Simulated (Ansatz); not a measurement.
## Electronic structure of CH4BSi (doublet) in real space

Input file:

```
crystal:
  periodic: [false, false, false]
  atoms:
    - {symbol: C, position_ang: [-1.016264, -0.303390, -1.947447]}
    - {symbol: B, position_ang: [-1.844631, 0.754222, -1.245577]}
    - {symbol: Si, position_ang: [-1.226483, -1.883455, -1.249733]}
    - {symbol: H, position_ang: [-2.554557, 0.490911, -0.315132]}
    - {symbol: H, position_ang: [-1.800401, 1.895481, -1.619885]}
    - {symbol: H, position_ang: [-0.361388, -0.109368, -2.792003]}
    - {symbol: H, position_ang: [-2.162795, -2.019913, -0.081879]}
basis:
  gaussian:
    orbitals: def2-TZVPD
magnetization:
  spin_polarized: true
  initial_magnetization: 1
hamiltonian:
  xc: pbe0
output: {forces: true, orbitals: {seedname: orbitals}}
```

Run with:

```sh
ansatz run input.yaml --threads 1 --pin off --max-ram 2610MiB --events-out events.jsonl --progress --plain --runs-dir runs
```

Geometry: B3LYP/6-31G*.

Level of theory: isolated molecule in a Gaussian basis; Kohn-Sham density functional theory, functional PBE0 (Ansatz).

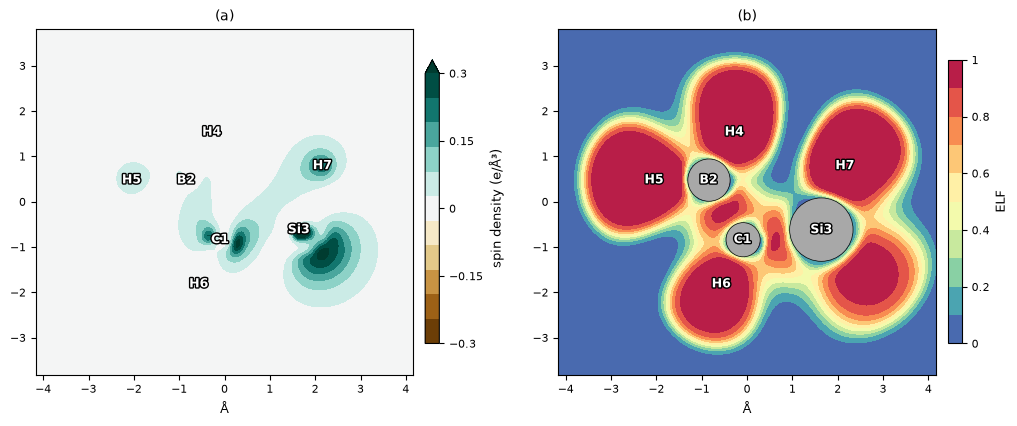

Figure 1. (a) spin density (α minus β); (b) ELF on the molecular plane. Grey discs cover the atomic cores in the ELF map.

**What do the fields say about this system?**

The section cuts through C, B, Si and H sites. C–B (1.52 Å): the ELF peaks at about 0.95 between the atoms, as expected for a covalent bond. C–Si (1.74 Å): the ELF peaks at about 0.90 between the atoms, as expected for a covalent bond. C–H (1.09 Å): the ELF climbs to about 1 towards the hydrogen, as it does in any bond to H (a covalent bond by its length). B–H (1.20 Å): the ELF climbs to about 1 towards the hydrogen (a covalent bond by its length). Si–H (1.50 Å): the ELF climbs to about 1 towards the hydrogen. The ELF also peaks beside Si3, away from the bonds: non-bonding electrons, paired or unpaired. The unpaired spin (1 electron) lies mostly on Si3 (about 0.8), H7 (about 0.1) and C1 (about 0.1), in electrons by Hirshfeld's partition.

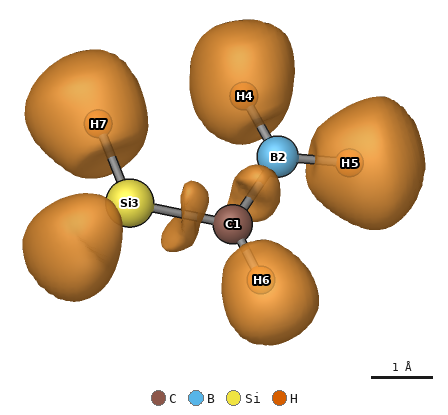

Figure 2. Isosurface of the electron localisation function at 0.85 (orange), seen at a tilt. Only the valence region is drawn (cores and ρ < 0.01 e/Å³ removed).

**Where are the electrons localised?**

The surface consists of one region between bonded B–C atoms (shared pairs), one region between bonded C–Si atoms (shared pairs), four regions around hydrogen nuclei and one lobe on Si, pointing away from the bonds (non-bonding electrons).

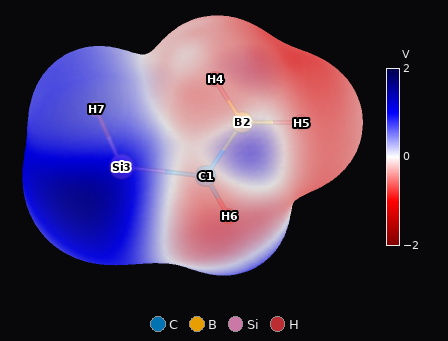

Figure 3. The molecular electrostatic potential painted on the density surface at 0.002 e/bohr³, seen at a tilt; red is negative and blue positive.

**Describe the electrostatic potential map.**

The most negative region (about −0.7 V) lies over H5, the most positive (about +1.6 V) over Si3.
